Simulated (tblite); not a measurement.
# Geometry relaxation, with input and output: C6H10OSSi2 (part 1 of 2)

- system: C6H10OSSi2
- method: GFN2-xTB geometry optimisation, gas phase (tblite 0.8.0)

It belongs to a series of runs on one base structure; here: H on Si replaced by 2-thienyl.

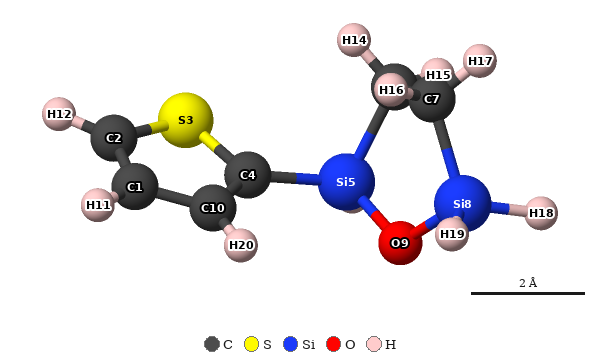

*The input geometry (ball-and-stick view, seen at a tilt; atoms are numbered from 1 in the order of the input).*

**Key numbers**

- outcome: converged
- total energy: −783.2637 eV
- hardware: 1 CPU thread, shared host
- wall time: 0.67 s
- peak memory: 0.18 GiB

**Input file**
```
{"job": {"kind": "relax", "xc": "GFN2-xTB", "basis": "xTB"}, "charge": 0, "multiplicity": 1}
C      3.189000    -0.432000    -0.848200
C      3.495400     0.849700    -0.447800
S      2.299300     1.521400     0.562600
C      1.311700     0.119500     0.440300
Si    -0.310100     0.152900     1.382700
C     -1.501300     1.251200     0.283400
C     -2.246700     0.305400    -0.695000
Si    -2.451100    -1.404200     0.191800
O     -1.136600    -1.340200     1.273600
C      1.916500    -0.856000    -0.331400
H      3.818000    -1.031500    -1.483000
H      4.386600     1.408900    -0.672200
H     -0.221700     0.643300     2.783200
H     -0.950700     2.037100    -0.251100
H     -2.214200     1.731500     0.973100
H     -1.641900     0.138000    -1.576000
H     -3.211300     0.721600    -0.992100
H     -3.727300    -1.451500     0.953200
H     -2.295900    -2.528700    -0.760400
H      1.487300    -1.825700    -0.525600
```

The first line tells a small driver script what to run in tblite; the rest is the geometry in Å.

Run as:
```bash
OMP_NUM_THREADS=1 python <driver script> task.json out
```

**Log**
```
step      E/eV     max force
  0    -782.94550    1.569
  1    -783.06525    1.047
  2    -783.13777    0.612
  3    -783.16532    0.472
  4    -783.18633    0.246
  5    -783.19403    0.210
  6    -783.20463    0.243
  7    -783.21452    0.245
  8    -783.22259    0.189
  9    -783.22809    0.182
 10    -783.23291    0.166
 11    -783.23729    0.152
 12    -783.24045    0.131
 13    -783.24207    0.073
 14    -783.24291    0.073
 15    -783.24361    0.066
 16    -783.24430    0.068
 17    -783.24487    0.057
 18    -783.24533    0.044
 19    -783.24583    0.050
 20    -783.24650    0.064
 21    -783.24744    0.083
 22    -783.24856    0.111
 23    -783.24965    0.101
 24    -783.25059    0.062
 25    -783.25141    0.060
 26    -783.25214    0.067
 27    -783.25277    0.071
 28    -783.25328    0.054
 29    -783.25368    0.050
 30    -783.25405    0.054
 31    -783.25444    0.055
 32    -783.25485    0.053
 33    -783.25521    0.038
 34    -783.25550    0.040
 35    -783.25577    0.049
 36    -783.25606    0.048
 37    -783.25632    0.041
 38    -783.25654    0.035
 39    -783.25675    0.042
 40    -783.25705    0.055
 41    -783.25753    0.066
 42    -783.25815    0.075
 43    -783.25869    0.051
 44    -783.25906    0.045
 45    -783.25937    0.044
 46    -783.25980    0.064
 47    -783.26047    0.086
 48    -783.26122    0.074
 49    -783.26173    0.039
 50    -783.26196    0.025
 51    -783.26211    0.033
 52    -783.26227    0.034
 53    -783.26244    0.032
 54    -783.26260    0.027
 55    -783.26272    0.025
 56    -783.26285    0.027
 57    -783.26298    0.029
 58    -783.26312    0.026
 59    -783.26323    0.021
 60    -783.26332    0.019
 61    -783.26341    0.022
 62    -783.26348    0.020
 63    -783.26355    0.015
 64    -783.26358    0.011
 65    -783.26361    0.012
 66    -783.26362    0.012
 67    -783.26364    0.010
 68    -783.26367    0.010
 69    -783.26369    0.011
 70    -783.26370    0.009
```

**Trajectory as extended XYZ (Å, eV, eV/Å), 24 of the 71 frames kept, from step=0 to step=70**
```
20
Properties=species:S:1:pos:R:3:forces:R:3 step=0 energy=-782.94550
C     3.1890   -0.4320   -0.8482   -0.8050   0.5670   0.5910
C     3.4954    0.8497   -0.4478    0.2310  -0.9960  -0.4220
S     2.2993    1.5214    0.5626   -0.0140   0.2960   0.0410
C     1.3117    0.1195    0.4403    0.1120  -1.0900  -0.0700
Si   -0.3101    0.1529    1.3827   -1.0510  -0.5050  -0.5700
C    -1.5013    1.2512    0.2834    0.1960  -0.4740   0.3740
C    -2.2467    0.3054   -0.6950   -0.0260  -0.2740   1.0070
Si   -2.4511   -1.4042    0.1918    0.5600   0.2950   0.4800
O    -1.1366   -1.3402    1.2736   -0.3740   1.2900  -0.8120
C     1.9165   -0.8560   -0.3314    0.6590   0.9300   0.0470
H     3.8180   -1.0315   -1.4830   -0.0560   0.0370   0.0540
H     4.3866    1.4089   -0.6722   -0.1170  -0.0430   0.0040
H    -0.2217    0.6433    2.7832   -0.0200  -0.3900  -0.4350
H    -0.9507    2.0371   -0.2511   -0.2970  -0.1510   0.1360
H    -2.2142    1.7315    0.9731    0.1470  -0.0720  -0.4380
H    -1.6419    0.1380   -1.5760    0.0720   0.1770  -0.2530
H    -3.2113    0.7216   -0.9921    0.2090   0.0470  -0.1050
H    -3.7273   -1.4515    0.9532    0.4880  -0.0680  -0.0990
H    -2.2959   -2.5287   -0.7604    0.0910   0.2430   0.4040
H     1.4873   -1.8257   -0.5256   -0.0040   0.1820   0.0650
20
Properties=species:S:1:pos:R:3:forces:R:3 step=3 energy=-783.16532
C     3.1756   -0.4247   -0.8436   -0.0160  -0.0790  -0.0430
C     3.5039    0.8288   -0.4531   -0.0390   0.2330   0.1740
S     2.2972    1.5239    0.5595   -0.0960  -0.1840  -0.0240
C     1.3093    0.0871    0.4553    0.1120   0.1020   0.1840
Si   -0.3441    0.1403    1.3544    0.3260   0.2960  -0.0680
C    -1.4930    1.2326    0.2975   -0.1280   0.0370  -0.1180
C    -2.2440    0.2930   -0.6640    0.0260   0.0580  -0.1810
Si   -2.4343   -1.3925    0.2072   -0.2410   0.0460  -0.2330
O    -1.1562   -1.2826    1.2359   -0.0290  -0.0650   0.0160
C     1.9277   -0.8416   -0.3302   -0.0930  -0.0040   0.1020
H     3.8064   -1.0247   -1.4734   -0.0270  -0.0780  -0.0350
H     4.3814    1.4043   -0.6740    0.0020  -0.0500  -0.0470
H    -0.2246    0.6153    2.7519   -0.0680  -0.3500  -0.3090
H    -0.9685    2.0249   -0.2423   -0.0770  -0.0730   0.0000
H    -2.2090    1.7290    0.9521   -0.0810   0.0210  -0.0220
H    -1.6463    0.1497   -1.5744   -0.0660   0.0790   0.1740
H    -3.1947    0.7227   -0.9935    0.1470   0.0180   0.0760
H    -3.6970   -1.4560    0.9501    0.2000  -0.0590   0.1140
H    -2.2882   -2.5125   -0.7328    0.1550   0.0880   0.2650
H     1.4932   -1.8060   -0.5213   -0.0070  -0.0370  -0.0250
20
Properties=species:S:1:pos:R:3:forces:R:3 step=6 energy=-783.20463
C     3.1713   -0.4229   -0.8423    0.0000  -0.0390   0.0270
C     3.5004    0.8326   -0.4433    0.0300  -0.0320  -0.0530
S     2.2897    1.5171    0.5625    0.1110   0.1570   0.1000
C     1.3225    0.0852    0.4743    0.0100  -0.0660  -0.0460
Si   -0.3334    0.1532    1.3318   -0.1560  -0.1450  -0.1160
C    -1.5035    1.2328    0.2918    0.0240   0.1200   0.0160
C    -2.2434    0.2966   -0.6674   -0.0510   0.0810  -0.0520
Si   -2.4440   -1.3787    0.1954    0.1000   0.0200   0.1350
O    -1.1622   -1.2674    1.2249    0.0280   0.0190  -0.0540
C     1.9258   -0.8421   -0.3223    0.0930  -0.0590  -0.0240
H     3.7985   -1.0301   -1.4735   -0.0600   0.0190   0.0180
H     4.3806    1.3994   -0.6791   -0.0440  -0.0120   0.0060
H    -0.2319    0.5715    2.7210   -0.0150  -0.1290   0.1300
H    -0.9796    2.0195   -0.2451   -0.0160   0.1110  -0.1150
H    -2.2185    1.7302    0.9454   -0.0780   0.0040   0.0240
H    -1.6468    0.1598   -1.5662    0.1040   0.0070  -0.1200
H    -3.1834    0.7297   -0.9892   -0.1600   0.1260  -0.0720
H    -3.6735   -1.4641    0.9669   -0.0280  -0.0290   0.1710
H    -2.2668   -2.5065   -0.7021    0.1390  -0.1240   0.0100
H     1.4928   -1.8052   -0.5222   -0.0300  -0.0290   0.0150
20
Properties=species:S:1:pos:R:3:forces:R:3 step=9 energy=-783.22809
C     3.1709   -0.4242   -0.8373    0.0420  -0.0410  -0.0040
C     3.4980    0.8324   -0.4403    0.0370  -0.0310  -0.0310
S     2.2972    1.5242    0.5770    0.0880  -0.1550  -0.0370
C     1.3362    0.0815    0.4831   -0.1290   0.0140  -0.0410
Si   -0.3360    0.1525    1.3050   -0.0550   0.0520   0.1360
C    -1.5130    1.2496    0.2841    0.0430   0.0000  -0.0300
C    -2.2506    0.3118   -0.6806   -0.0450  -0.0180  -0.0030
Si   -2.4459   -1.3668    0.1962   -0.0280  -0.0970   0.0150
O    -1.1603   -1.2618    1.2134    0.0220  -0.0430  -0.0770
C     1.9316   -0.8499   -0.3154   -0.0270   0.0330   0.0300
H     3.7868   -1.0343   -1.4743    0.0260   0.0340  -0.0120
H     4.3766    1.3951   -0.6834    0.0170   0.0300  -0.0050
H    -0.2408    0.5159    2.7126   -0.0150  -0.0590   0.0860
H    -0.9905    2.0330   -0.2637   -0.0860   0.1080   0.0090
H    -2.2368    1.7326    0.9442    0.0660   0.0100  -0.0520
H    -1.6355    0.1695   -1.5737   -0.1040   0.0470   0.0070
H    -3.1944    0.7523   -0.9959    0.0020   0.0220  -0.1190
H    -3.6578   -1.4745    1.0055    0.0660   0.0120   0.0330
H    -2.2292   -2.5177   -0.6743    0.0480   0.0110   0.0430
H     1.4883   -1.8105   -0.5211    0.0330   0.0710   0.0530
20
Properties=species:S:1:pos:R:3:forces:R:3 step=12 energy=-783.24045
C     3.1739   -0.4304   -0.8339   -0.0220   0.0060   0.0000
C     3.5036    0.8268   -0.4437    0.0260  -0.0320   0.0290
S     2.3112    1.5116    0.5827   -0.0580   0.0030   0.0320
C     1.3280    0.0822    0.4811    0.0350   0.0740   0.0000
Si   -0.3456    0.1568    1.3070    0.0630   0.0520   0.0130
C    -1.5141    1.2583    0.2758   -0.0690  -0.0450  -0.0310
C    -2.2611    0.3177   -0.6867   -0.0120  -0.0200   0.0290
Si   -2.4487   -1.3699    0.1978   -0.0040   0.0850  -0.1000
O    -1.1542   -1.2640    1.1978    0.0560   0.0100  -0.0080
C     1.9327   -0.8493   -0.3094   -0.0340   0.0190  -0.0150
H     3.7853   -1.0336   -1.4775    0.0500  -0.0530  -0.0460
H     4.3770    1.3969   -0.6864    0.0430   0.0040  -0.0180
H    -0.2477    0.4798    2.7239   -0.0280  -0.0180   0.0640
H    -1.0077    2.0548   -0.2725   -0.0490  -0.0150   0.0380
H    -2.2380    1.7359    0.9375    0.0170   0.0320   0.0000
H    -1.6432    0.1796   -1.5786   -0.0910  -0.0150   0.0080
H    -3.2003    0.7668   -1.0155    0.0670  -0.0470  -0.0080
H    -3.6424   -1.4783    1.0315    0.0300   0.0100   0.0050
H    -2.2030   -2.5247   -0.6560   -0.0060  -0.0090  -0.0060
H     1.4891   -1.8064   -0.5136   -0.0130  -0.0410   0.0140
20
Properties=species:S:1:pos:R:3:forces:R:3 step=15 energy=-783.24361
C     3.1739   -0.4325   -0.8345    0.0060  -0.0020  -0.0140
C     3.5075    0.8234   -0.4413    0.0090  -0.0010   0.0200
S     2.3125    1.5102    0.5857    0.0480   0.0420  -0.0180
C     1.3282    0.0868    0.4804    0.0100  -0.0110  -0.0080
Si   -0.3442    0.1617    1.3087   -0.0020   0.0040   0.0030
C    -1.5186    1.2574    0.2735    0.0060   0.0200   0.0440
C    -2.2643    0.3177   -0.6864    0.0040   0.0130  -0.0160
Si   -2.4479   -1.3655    0.1925    0.0410  -0.0310   0.0330
O    -1.1486   -1.2616    1.1908    0.0180   0.0270  -0.0390
C     1.9301   -0.8477   -0.3099    0.0050  -0.0010  -0.0220
H     3.7876   -1.0369   -1.4805   -0.0250   0.0030   0.0250
H     4.3800    1.3964   -0.6883   -0.0040  -0.0360   0.0080
H    -0.2524    0.4691    2.7319   -0.0250  -0.0060   0.0090
H    -1.0169    2.0581   -0.2715   -0.0090  -0.0160  -0.0070
H    -2.2375    1.7395    0.9361   -0.0340   0.0070   0.0260
H    -1.6528    0.1802   -1.5801    0.0020  -0.0300  -0.0370
H    -3.1979    0.7665   -1.0212   -0.0510  -0.0050   0.0080
H    -3.6345   -1.4779    1.0373    0.0310   0.0150  -0.0150
H    -2.1976   -2.5265   -0.6519   -0.0180   0.0020  -0.0180
H     1.4882   -1.8078   -0.5099   -0.0140   0.0050   0.0150
20
Properties=species:S:1:pos:R:3:forces:R:3 step=18 energy=-783.24533
C     3.1738   -0.4333   -0.8358   -0.0100  -0.0040   0.0180
C     3.5114    0.8201   -0.4374    0.0080  -0.0080  -0.0290
S     2.3185    1.5142    0.5854    0.0080  -0.0370  -0.0220
C     1.3305    0.0904    0.4790   -0.0110   0.0220   0.0140
Si   -0.3419    0.1667    1.3102   -0.0030   0.0200  -0.0080
C    -1.5225    1.2590    0.2766   -0.0110   0.0070  -0.0200
C    -2.2663    0.3191   -0.6880   -0.0100  -0.0100   0.0040
Si   -2.4422   -1.3655    0.1912    0.0070  -0.0160  -0.0040
O    -1.1405   -1.2577    1.1820    0.0360  -0.0250  -0.0020
C     1.9287   -0.8463   -0.3126   -0.0050   0.0180   0.0300
H     3.7865   -1.0397   -1.4799   -0.0110   0.0010   0.0110
H     4.3828    1.3911   -0.6885    0.0330  -0.0190   0.0080
H    -0.2592    0.4615    2.7386   -0.0130  -0.0020  -0.0330
H    -1.0238    2.0584   -0.2715    0.0120   0.0170  -0.0050
H    -2.2421    1.7427    0.9390   -0.0180  -0.0260  -0.0020
H    -1.6593    0.1765   -1.5856    0.0100   0.0200   0.0200
H    -3.2027    0.7647   -1.0228   -0.0170  -0.0100   0.0330
H    -3.6253   -1.4753    1.0393    0.0110   0.0070   0.0010
H    -2.1971   -2.5278   -0.6526   -0.0130   0.0020  -0.0180
H     1.4854   -1.8082   -0.5054   -0.0020   0.0420   0.0030
20
Properties=species:S:1:pos:R:3:forces:R:3 step=21 energy=-783.24744
C     3.1720   -0.4360   -0.8341    0.0060  -0.0140   0.0130
C     3.5182    0.8149   -0.4384    0.0030   0.0100  -0.0140
S     2.3291    1.5146    0.5813   -0.0200   0.0670   0.0450
C     1.3316    0.0990    0.4803    0.0130   0.0400   0.0070
Si   -0.3413    0.1762    1.3087   -0.0240  -0.0210  -0.0400
C    -1.5294    1.2631    0.2768   -0.0160  -0.0250  -0.0410
C    -2.2708    0.3190   -0.6890   -0.0010  -0.0110   0.0350
Si   -2.4322   -1.3687    0.1901    0.0020   0.0400  -0.0260
O    -1.1227   -1.2574    1.1688    0.0140  -0.0360  -0.0070
C     1.9262   -0.8409   -0.3096   -0.0120   0.0050   0.0260
H     3.7819   -1.0436   -1.4765    0.0160  -0.0530  -0.0290
H     4.3937    1.3793   -0.6870    0.0500  -0.0040  -0.0050
H    -0.2712    0.4508    2.7399    0.0020   0.0260  -0.0040
H    -1.0309    2.0624   -0.2727   -0.0250   0.0170   0.0180
H    -2.2523    1.7409    0.9418    0.0190  -0.0230  -0.0420
H    -1.6650    0.1768   -1.5886   -0.0180   0.0550   0.0430
H    -3.2131    0.7603   -1.0172    0.0360  -0.0330   0.0290
H    -3.6108   -1.4707    1.0428   -0.0120  -0.0080   0.0260
H    -2.1986   -2.5292   -0.6573    0.0010  -0.0130  -0.0220
H     1.4805   -1.8002   -0.4991   -0.0350  -0.0200  -0.0130
20
Properties=species:S:1:pos:R:3:forces:R:3 step=24 energy=-783.25059
C     3.1707   -0.4416   -0.8295    0.0270   0.0050   0.0000
C     3.5292    0.8088   -0.4414    0.0010   0.0130   0.0340
S     2.3448    1.5245    0.5784    0.0390   0.0480   0.0010
C     1.3349    0.1185    0.4833    0.0210   0.0050  -0.0210
Si   -0.3428    0.1876    1.3018    0.0160  -0.0580   0.0100
C    -1.5407    1.2658    0.2737    0.0410  -0.0110   0.0410
C    -2.2771    0.3169   -0.6857    0.0130   0.0040  -0.0040
Si   -2.4163   -1.3718    0.1859   -0.0310  -0.0360   0.0120
O    -1.0931   -1.2624    1.1463   -0.0340  -0.0110  -0.0360
C     1.9209   -0.8315   -0.3015    0.0160  -0.0050  -0.0220
H     3.7752   -1.0568   -1.4730   -0.0240  -0.0250   0.0190
H     4.4178    1.3582   -0.6845   -0.0200  -0.0180   0.0000
H    -0.2898    0.4410    2.7382    0.0100   0.0450  -0.0140
H    -1.0453    2.0704   -0.2716   -0.0540   0.0090   0.0030
H    -2.2664    1.7340    0.9407    0.0110   0.0150  -0.0130
H    -1.6756    0.1856   -1.5872   -0.0020   0.0410  -0.0290
H    -3.2260    0.7473   -1.0025   -0.0120  -0.0080  -0.0140
H    -3.5890   -1.4642    1.0499    0.0060  -0.0250   0.0250
H    -2.2036   -2.5316   -0.6694    0.0110   0.0070   0.0010
H     1.4672   -1.7878   -0.4906   -0.0370   0.0060   0.0080
20
Properties=species:S:1:pos:R:3:forces:R:3 step=27 energy=-783.25277
C     3.1727   -0.4443   -0.8258   -0.0150  -0.0010   0.0070
C     3.5364    0.8057   -0.4395    0.0230  -0.0330   0.0080
S     2.3578    1.5351    0.5774   -0.0040  -0.0660  -0.0270
C     1.3397    0.1317    0.4826   -0.0010   0.0010   0.0010
Si   -0.3410    0.1866    1.2981    0.0310   0.0030  -0.0010
C    -1.5436    1.2652    0.2755   -0.0200  -0.0030   0.0060
C    -2.2797    0.3158   -0.6840   -0.0050   0.0000  -0.0250
Si   -2.4120   -1.3765    0.1832   -0.0200   0.0050  -0.0180
O    -1.0793   -1.2681    1.1290    0.0020   0.0030   0.0020
C     1.9196   -0.8256   -0.2987   -0.0030   0.0220  -0.0040
H     3.7688   -1.0687   -1.4690   -0.0050   0.0100   0.0310
H     4.4306    1.3443   -0.6835   -0.0030   0.0090  -0.0030
H    -0.2991    0.4415    2.7352    0.0130   0.0290  -0.0220
H    -1.0612    2.0770   -0.2705   -0.0020  -0.0140  -0.0040
H    -2.2726    1.7316    0.9385    0.0000   0.0030   0.0510
H    -1.6825    0.1975   -1.5899    0.0030   0.0040  -0.0310
H    -3.2341    0.7386   -0.9955   -0.0070   0.0140  -0.0020
H    -3.5759   -1.4648    1.0592    0.0020  -0.0340   0.0210
H    -2.2042   -2.5329   -0.6766    0.0050  -0.0060  -0.0030
H     1.4544   -1.7789   -0.4846    0.0050   0.0550   0.0130
20
Properties=species:S:1:pos:R:3:forces:R:3 step=30 energy=-783.25405
C     3.1725   -0.4472   -0.8229    0.0070  -0.0130  -0.0020
C     3.5450    0.7996   -0.4370    0.0100  -0.0020   0.0000
S     2.3675    1.5363    0.5742    0.0030   0.0250   0.0240
C     1.3427    0.1410    0.4825   -0.0120   0.0050   0.0050
Si   -0.3379    0.1876    1.2946   -0.0440   0.0250  -0.0200
C    -1.5489    1.2649    0.2775   -0.0240  -0.0010  -0.0190
C    -2.2827    0.3155   -0.6859   -0.0150   0.0080   0.0000
Si   -2.4096   -1.3789    0.1795    0.0150   0.0160  -0.0060
O    -1.0687   -1.2702    1.1156   -0.0030   0.0140   0.0030
C     1.9179   -0.8189   -0.2973   -0.0120  -0.0020   0.0030
H     3.7642   -1.0764   -1.4625    0.0310  -0.0230  -0.0070
H     4.4399    1.3350   -0.6831    0.0150   0.0110  -0.0020
H    -0.3046    0.4439    2.7309    0.0200   0.0230  -0.0040
H    -1.0730    2.0795   -0.2701    0.0110  -0.0130   0.0070
H    -2.2774    1.7297    0.9438    0.0150  -0.0290   0.0290
H    -1.6878    0.2057   -1.5956   -0.0140  -0.0030   0.0090
H    -3.2410    0.7345   -0.9910    0.0020   0.0180  -0.0070
H    -3.5648   -1.4694    1.0684    0.0120  -0.0310   0.0020
H    -2.2038   -2.5348   -0.6816    0.0000  -0.0050  -0.0010
H     1.4455   -1.7669   -0.4787   -0.0150  -0.0220  -0.0140
20
Properties=species:S:1:pos:R:3:forces:R:3 step=33 energy=-783.25521
C     3.1736   -0.4511   -0.8204    0.0150  -0.0010   0.0070
C     3.5534    0.7940   -0.4344   -0.0200   0.0170   0.0020
S     2.3757    1.5388    0.5739    0.0240   0.0140   0.0090
C     1.3432    0.1492    0.4826    0.0070  -0.0010  -0.0200
Si   -0.3402    0.1917    1.2893    0.0130   0.0080   0.0060
C    -1.5562    1.2639    0.2770    0.0220   0.0080   0.0090
C    -2.2876    0.3163   -0.6879   -0.0220   0.0040   0.0130
Si   -2.4071   -1.3794    0.1752    0.0030  -0.0250   0.0130
O    -1.0619   -1.2699    1.1064   -0.0120   0.0200  -0.0010
C     1.9148   -0.8136   -0.2962    0.0100  -0.0210  -0.0060
H     3.7650   -1.0858   -1.4567    0.0010  -0.0010   0.0120
H     4.4489    1.3296   -0.6828   -0.0110  -0.0210   0.0130
H    -0.3042    0.4534    2.7250    0.0100   0.0120  -0.0060
H    -1.0804    2.0790   -0.2684   -0.0050   0.0220   0.0020
H    -2.2785    1.7231    0.9541   -0.0100  -0.0180  -0.0160
H    -1.6940    0.2122   -1.5994   -0.0180  -0.0070   0.0190
H    -3.2467    0.7346   -0.9888   -0.0270   0.0190  -0.0190
H    -3.5546   -1.4799    1.0754    0.0250  -0.0190  -0.0220
H    -2.2043   -2.5365   -0.6864    0.0010   0.0130   0.0050
H     1.4359   -1.7588   -0.4764   -0.0060  -0.0200  -0.0180
```
